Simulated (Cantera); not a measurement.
Input: 1 mol Fe, 0.25 mol CO₂, 7.4 mol H₂, held at 0.00650 bar.

Equilibrium computed with Cantera from the NASA thermochemical tables; the gas is ideal and each condensed phase is pure. Candidate condensed phases: C, C₆H₆, C₇H₈, C₈H₁₈, Fe, Fe(CO)₅, FeO, Fe(OH)₂, Fe(OH)₃, Fe₂O₃, Fe₃O₄, H₂O; 114 gas species. The numbers say what is thermodynamically allowed, not how fast it happens.

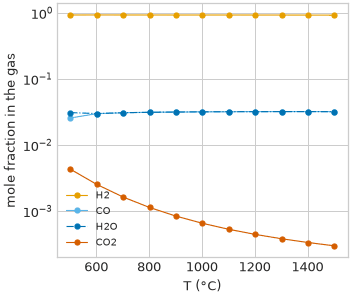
Fig. 1. Equilibrium gas composition (values under 1e-9 drawn at 1e-9)

Q: Read off the mole fractions at 1002 °C.

A: H₂ about 0.94, CO about 0.032, H₂O about 0.032, CO₂ about 0.00066.
